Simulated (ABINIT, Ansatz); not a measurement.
## A GW run on Ca2H3Br (P-3m1) in ABINIT, with inputs changed

Aim: change inputs of a GW run on Ca2H3Br (P-3m1) and see what moves.

Program: ABINIT 10.8.3. Level of theory: LDA and many-body steps on it, plane waves. Results are calculated unless marked as measured.

## 1. The starting structure

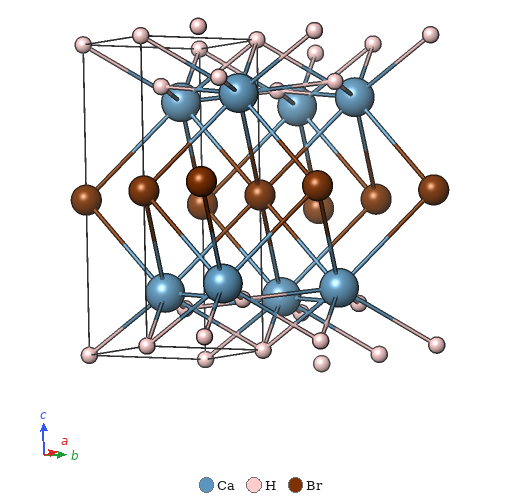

The cell as given, slightly off an axis (calcium blue, hydrogen pink, bromine brown). 2×2×1 cells are drawn. Bonds to atoms that aren't drawn are left out. Some periodic images of atoms are drawn too.

The cell and positions are those that the Materials Project relaxed with its own functionals (PBE, PBE+U or r2SCAN), kept fixed.

## 2. Screening, 3×3×2 mesh, 74 bands, screening to 114.3 eV

This step: ABINIT 10.8.3; RPA screening on LDA, plane waves, norm-conserving pseudopotentials.

The RPA dielectric matrix is built and inverted for each q.

Input file run.abi:

```
acell 3*1.0 Angstrom
rprim 
  3.902939985722 0.000000000020 0.000000000000
  -1.951469992878 3.380045177071 0.000000000000
  0.000000000000 0.000000000000 6.853533590000
ntypat 3
znucl 20 1 35
natom 6
typat 1 1 2 2 2 3
xred 
  0.666666666667 0.333333333333 0.185756080000
  0.333333333333 0.666666666667 0.814243920000
  0.666666666667 0.333333333333 0.850475830000
  0.333333333333 0.666666666667 0.149524170000
  0.000000000000 0.000000000000 0.000000000000
  0.000000000000 0.000000000000 0.500000000000
pp_dirpath "pseudos"
pseudos "Ca.upf, H.upf, Br.upf"
ecut 31
ngkpt 3 3 2
nshiftk 1
shiftk 0 0 0
kptopt 1
chksymbreak 0
istwfk *1
occopt 1
irdwfk 1
optdriver 3
nband 74
ecuteps 4.2
inclvkb 2
awtr 1
symchi 1
indata_prefix "in"
outdata_prefix "out"
tmpdata_prefix "tmp"
```

The run is started by

```sh
$ OMP_NUM_THREADS=1 mpirun -n 4 abinit run.abi > log
```

The log of the run:

```text
.Version 10.8.3 of ABINIT. v10.8.2 released Aug 2026.

 Symmetries : space group P-3 m 1 (#164); Bravais hP (primitive hexag.)
[... echo of the input left out ...]
== DATASET  1 ==================================================================
-   mpi_nproc: 4, omp_nthreads: 1 (-1 if OMP is not activated)

--- !DatasetInfo
iteration_state: {dtset: 1, }
dimensions: {natom: 6, nkpt: 6, mband: 74, nsppol: 1, nspinor: 1, nspden: 1, mpw: 5073, }
cutoff_energies: {ecut:  31.0, pawecutdg:  -1.0, }
electrons: {nelect:   3.00000000E+01, charge:   0.00000000E+00, occopt:   1.00000000E+00, tsmear:   1.00000000E-02, }

 SCREENING: Calculation of the susceptibility and dielectric matrices

 Based on a program developped by R.W. Godby, V. Olevano, G. Onida, and L. Reining.
 Incorporated in ABINIT by V. Olevano, G.-M. Rignanese, and M. Torrent.
.Using double precision arithmetic ; gwpc =  8

[... cell and pseudopotentials left out ...]
--------------------------------------------------------------------------------

 ==== K-mesh for the wavefunctions ====
 Number of points in the irreducible wedge :     6
[... list of points left out ...]
 Together with 12 symmetry operations and time-reversal symmetry
 yields    18 points in the full Brillouin Zone.

 ==== Q-mesh for the screening function ====
 Number of points in the irreducible wedge :     6
[... list of points left out ...]
 Together with 12 symmetry operations and time-reversal symmetry
 yields    18 points in the full Brillouin Zone.

 setmesh: FFT mesh size selected  =    24x   24x   45
          total number of points  =        25920

 vcoul_init : cutoff-mode = AUXILIARY_FUNCTION
 q-points for optical limit:   1
     1)      0.000010    0.000020    0.000030

- screening: taking advantage of time-reversal symmetry
- Maximum band index for partially occupied states nbvw = 15
- Remaining bands to be divided among processors   nbcw = 59
- Number of bands treated by each node ~14

 Number of electrons calculated from density =   30.0000; Expected =   30.0000
 average of density, n =  0.049169
 r_s =    1.6933
 omega_plasma =   21.3896 [eV]

 calculating chi0 at frequencies [eV] :
  1    0.000000E+00    0.000000E+00
  2    0.000000E+00    2.138964E+01

--------------------------------------------------------------------------------
  q-point number  1        q = ( 0.000000, 0.000000, 0.000000) [r.l.u.]
--------------------------------------------------------------------------------
[... chi0 elements left out ...]
 For q-point:  0.000010 0.000020 0.000030
  dielectric constant =   7.9612
  dielectric constant without local fields =   8.7893

  Average fulfillment of the sum rule on Im[epsilon] for q-point    1 :     61.65  [%]
[... wings left out ...]
  q-point number  2        q = ( 0.333333, 0.000000, 0.000000) [r.l.u.]
--------------------------------------------------------------------------------
[... chi0 elements left out ...]
  Average fulfillment of the sum rule on Im[epsilon] for q-point    2 :     66.91  [%]

 [... 4 further q-points ...]
```

The job ended after 12 s (4 MPI ranks of Arm Neoverse V2, shared host; peak memory 0.74 GiB).

Numbers from this step:

| Quantity | Value |
| --- | --- |
| ε∞ with local fields, on this mesh, along the program's q direction | 7.961 |
| the same without local fields | 8.789 |
| plasma frequency | 21.39 eV |
| plane waves in the screening matrix | 245 |

Local fields lower ε∞ by 9 %. On a Γ-centred mesh this coarse the value itself is usually too large, while a short band sum pulls it down.

## 3. Base

The self-energy is evaluated for the states that the input lists, and the levels follow from it, in one-shot runs by the linearised quasiparticle equation.

This step: G0W0 on LDA, plane waves, norm-conserving pseudopotentials.

run.abi: that of step 2 with these lines changed.

```diff
@@ -27,8 +27,19 @@
 irdwfk 1
-optdriver 3
+optdriver 4
 nband 74
+gwcalctyp 0
+ecutsigx 31
+symsigma 1
+nkptgw 3
+kptgw 
+  0.0000000000 0.0000000000 0.5000000000
+  0.3333333333 0.0000000000 0.5000000000
+  0.0000000000 0.0000000000 0.0000000000
+bdgw 
+  13 18
+  14 17
+  14 17
 ecuteps 4.2
-inclvkb 2
-awtr 1
-symchi 1
+irdscr 1
+ppmodel 1
 indata_prefix "in"
```

The log of the run:

```text
.Version 10.8.3 of ABINIT. v10.8.2 released Aug 2026.

 Symmetries : space group P-3 m 1 (#164); Bravais hP (primitive hexag.)
[... echo of the input left out ...]
== DATASET  1 ==================================================================
-   mpi_nproc: 4, omp_nthreads: 1 (-1 if OMP is not activated)

--- !DatasetInfo
iteration_state: {dtset: 1, }
dimensions: {natom: 6, nkpt: 6, mband: 74, nsppol: 1, nspinor: 1, nspden: 1, mpw: 5073, }
cutoff_energies: {ecut:  31.0, pawecutdg:  -1.0, }
electrons: {nelect:   3.00000000E+01, charge:   0.00000000E+00, occopt:   1.00000000E+00, tsmear:   1.00000000E-02, }

 SIGMA: Calculation of the GW corrections

 Based on a program developped by R.W. Godby, V. Olevano, G. Onida, and L. Reining.
 Incorporated in ABINIT by V. Olevano, G.-M. Rignanese, and M. Torrent.
.Using double precision arithmetic ; gwpc =  8

[... cell and pseudopotentials left out ...]
--------------------------------------------------------------------------------

 ==== K-mesh for the wavefunctions ====
 Number of points in the irreducible wedge :     6
[... list of points left out ...]
 Together with 12 symmetry operations and time-reversal symmetry
 yields    18 points in the full Brillouin Zone.

 ==== Q-mesh for screening function ====
 Number of points in the irreducible wedge :     6
[... list of points left out ...]
 Together with 12 symmetry operations and time-reversal symmetry
 yields    18 points in the full Brillouin Zone.

 vcoul_init : cutoff-mode = AUXILIARY_FUNCTION
 q-points for optical limit:   1
     1)      0.000010    0.000020    0.000030
 setmesh: FFT mesh size selected  =    36x   36x   72
          total number of points  =        93312

 Number of electrons calculated from density =   30.0000; Expected =   30.0000
 average of density, n =  0.049169
 r_s =    1.6933
 omega_plasma =   21.3896 [eV]

 === KS Band Gaps ===
  >>>> For spin  1
   Minimum direct gap =   1.5174 [eV], located at k-point      :   0.0000  0.0000  0.5000
   Fundamental gap    =   1.3940 [eV], Top of valence bands at :   0.0000  0.0000  0.5000
                                       Bottom of conduction at :   0.3333  0.0000  0.5000
 SIGMA fundamental parameters:
 PLASMON POLE MODEL  1
 number of plane-waves for SigmaX                 5073
 number of plane-waves for SigmaC and W            245
 number of plane-waves for wavefunctions          5073
 number of bands                                    74
 number of independent spin polarizations            1
 number of spinorial components                      1
 number of k-points in IBZ                           6
 number of q-points in IBZ                           6
 number of symmetry operations                      12
 number of k-points in BZ                           18
 number of q-points in BZ                           18
 number of frequencies for dSigma/dE                 9
 frequency step for dSigma/dE [eV]                0.25
 number of omega for Sigma on real axis              0
 max omega for Sigma on real axis  [eV]           0.00
 zcut for avoiding poles [eV]                     0.10

 EPSILON^-1 parameters (SCR file):
 dimension of the eps^-1 matrix on file            245
 dimension of the eps^-1 matrix used               245
 number of plane-waves for wavefunctions          5073
 number of bands                                    74
 number of q-points in IBZ                           6
 number of frequencies                               2
 number of real frequencies                          1
 number of imag frequencies                          1

 matrix elements of self-energy operator (all in [eV])

 Perturbative Calculation

--- !SelfEnergy_ee
iteration_state: {dtset: 1, }
kpoint     : [   0.000,    0.000,    0.500, ]
spin       : 1
KS_gap     :    1.517
QP_gap     :    3.089
Delta_QP_KS:    1.572
data: !SigmaeeData |
     Band     E0 <VxcDFT>   SigX SigC(E0)      Z dSigC/dE  Sig(E)    E-E0       E
       13   1.701 -12.990 -16.438   2.783   0.798  -0.252 -13.521  -0.531   1.170
       14   1.701 -12.990 -16.438   2.783   0.798  -0.252 -13.521  -0.531   1.170
       15   5.657 -11.409 -13.586   1.729   0.787  -0.270 -11.762  -0.353   5.304
       16   7.175  -9.921  -4.856  -3.581   0.822  -0.217  -8.701   1.219   8.394
       17   7.433 -12.675  -6.532  -3.782   0.805  -0.243 -10.775   1.900   9.333
       18   7.433 -12.675  -6.532  -3.782   0.805  -0.243 -10.775   1.900   9.333

--- !SelfEnergy_ee
iteration_state: {dtset: 1, }
kpoint     : [   0.333,    0.000,    0.500, ]
spin       : 1
KS_gap     :    4.045
QP_gap     :    5.771
Delta_QP_KS:    1.725
data: !SigmaeeData |
     Band     E0 <VxcDFT>   SigX SigC(E0)      Z dSigC/dE  Sig(E)    E-E0       E
[...]
--- !SelfEnergy_ee
iteration_state: {dtset: 1, }
kpoint     : [   0.000,    0.000,    0.000, ]
spin       : 1
KS_gap     :    2.237
QP_gap     :    4.600
Delta_QP_KS:    2.363
data: !SigmaeeData |
     Band     E0 <VxcDFT>   SigX SigC(E0)      Z dSigC/dE  Sig(E)    E-E0       E
[...]
15   5.382 -10.959 -12.863   1.537   0.790  -0.266 -11.249  -0.291   5.092
       16   7.619 -13.265  -6.692  -3.984   0.800  -0.249 -11.193   2.072   9.692
       17   7.619 -13.265  -6.692  -3.984   0.800  -0.249 -11.193   2.072   9.692

== END DATASET(S) ==============================================================
================================================================================

 -outvars: echo values of variables after computation  --------
           etotal      0.0000000000E+00
            nband          74
             nkpt           6
          spgroup         164
 [... the other variables as echoed above ...]

 Calculation completed.
```

It took 7.8 s on 4 MPI ranks; peak memory 0.62 GiB.

This step gave:

```
G0W0 gap on the points computed              : 3.09 eV
starting gap on the mesh                     : 1.394 eV
k of the valence top                         : 0, 0, 0.5
k of the conduction bottom                   : 0, 0, 0.5
Z at the valence top                         : 0.787
Z at the conduction bottom                   : 0.822
least direct G0W0 gap on the computed points : 3.09 eV
```

The gap on the mesh goes from 1.39 eV to 3.09 eV, a correction of +1.70 eV.

## 4. A keyword of another program

run.abi: that of step 3 with these lines changed.

```diff
@@ -44,2 +44,3 @@
 ppmodel 1
+ecut_chi 100
 indata_prefix "in"
```

The log of the run:

```text
.Version 10.8.3 of ABINIT. v10.8.2 released Aug 2026.

 Symmetries : space group P-3 m 1 (#164); Bravais hP (primitive hexag.)
================================================================================
 Values of the parameters that define the memory need of the present run
     intxc =       0    ionmov =       0      iscf =       7    lmnmax =       6
     lnmax =       6     mgfft =      72  mpssoang =       3    mqgrid =    3247
     natom =       6  nloc_mem =       1    nspden =       1   nspinor =       1
    nsppol =       1      nsym =      12    n1xccc =    2501    ntypat =       3
    occopt =       1   xclevel =       1
-    mband =          74        mffmem =           1         mkmem =           2
       mpw =        5073          nfft =      115200          nkpt =           6
================================================================================
  Rough estimation (10% accuracy) of disk space for files :
================================================================================

--------------------------------------------------------------------------------
------------- Echo of variables that govern the present computation ------------
--------------------------------------------------------------------------------
 -outvars: echo values of preprocessed input variables --------
            acell      1.8897261259E+00  1.8897261259E+00  1.8897261259E+00 Bohr

             bdgw          13      18      14      17      14      17
      chksymbreak           0
             ecut      3.10000000E+01 Hartree
          ecuteps      4.20000000E+00 Hartree
         ecutsigx      3.10000000E+01 Hartree
          ecutwfn      3.10000000E+01 Hartree
-          fftalg         312
           irdscr           1
           irdwfk           1

[...]
npwwfn        5073
             nsym          12
           ntypat           3
              occ      2.000000  2.000000  2.000000  2.000000  2.000000  2.000000
                       2.000000  2.000000  2.000000  2.000000  2.000000  2.000000
                       2.000000  2.000000  2.000000  0.000000  0.000000  0.000000
                       0.000000  0.000000  0.000000  0.000000  0.000000  0.000000
[...]
0.000000  0.000000  0.000000  0.000000  0.000000  0.000000
                       0.000000  0.000000  0.000000  0.000000  0.000000  0.000000
                       0.000000  0.000000
        optdriver           4
            rprim      3.9029399857E+00  2.0000000000E-11  0.0000000000E+00
[...]
spgroup         164

             xred      6.6666666667E-01  3.3333333333E-01  1.8575608000E-01
[...]
0.0000000000E+00  0.0000000000E+00  0.0000000000E+00
                       0.0000000000E+00  0.0000000000E+00  5.0000000000E-01
            znucl       20.00000    1.00000   35.00000

================================================================================

 chkinp: Checking input parameters for consistency.

--- !ERROR
message: |
    Found token: `ECUT_CHI` in the input file.
    This name is not one of the registered input variable names (see
    Action: check your input file. Perhaps you mistyped the input variable,
    or specified "img", although this was not permitted for this input variable.

--- !ERROR
message: |
    Found token: `ECUT_CHI` in the input file.
    This name is not one of the registered input variable names (see
    Action: check your input file. Perhaps you mistyped the input variable,
    or specified "img", although this was not permitted for this input variable.

--- from the log ---
Found token: `ECUT_CHI` in the input file.
#7  0xc92a0862206f in ???
#8  0xffffffffffffffff in ???
    This name is not one of the registered input variable names (see
    Action: check your input file. Perhaps you mistyped the input variable,
    or specified "img", although this was not permitted for this input variable.
```

The job ended after 0.66 s (4 MPI ranks; peak memory 0.05 GiB).

The run stopped with an error after 0.66 s.

The program's words: Found token: `ECUT_CHI` in the input file. This name is not one of the registered input variable names (see Action: check your input file. Perhaps you mistyped the input variable, or specified "img", although this was not permitted for this input variable.

The fault put into this input: a keyword of another program.

## 5. Side by side

Times are wall times on 4 MPI ranks of Arm Neoverse V2, shared host, good to a factor of about two. A run's time includes the screening step that it read.

```csv
run,mesh,bands,screening cutoff (eV),DFT gap (eV),gap on the mesh (eV),direct (eV),ε∞ used,time
base,3×3×2,74,114.3,1.394,3.090,3.090,7.96,19 s
```

## 6. Results

```
base         : 3.090 eV
known limits : not at the basis limit; no spin-orbit coupling; coarse k mesh
```

What this shows: Bands and cutoff are finite, so the gap is not at the basis limit. The miss can reach some tenths of an eV and take either sign; the mesh is an error of its own. In the G0W0 run levels were corrected at 3 k points alone, so a gap called «on the mesh» is the least over those, and an edge elsewhere would be missed. A denser mesh or path gives a starting gap of 1.23 eV: the GW mesh misses a band edge, so its gaps are not the fundamental one. The 3×3×2 mesh is coarse for this cell, which bears on the long-range parts of exchange and screening. The many-body steps are scalar-relativistic: spin-orbit coupling is not in them.

[Paths, hosts, dates, memory and timing lines, banners, echoed tables and standing remarks are left out of the program output.]

[Logs are printed without paths, hosts, clocks, repeated set-up lines and the standing remarks that a program may print on its own settings, such as how far it seeks lower states.]

[Runs of the session that timed out or met a known fault of the program may be left out.]

[Hosts, paths, dates, database ids (printed as entryN), source tags and the programs' standing remarks are cut or masked in the printed files.]

[G0W0 gaps are taken among the corrected bands and points alone; a level outside them can change the order at an edge.]

[Where Ansatz stands beside ABINIT at settings called matched, ABINIT's density can come from a denser mesh and the files from another edition; pairs whose starting gaps differed by over 0.03 eV were left out, so agreement reads better than it is.]
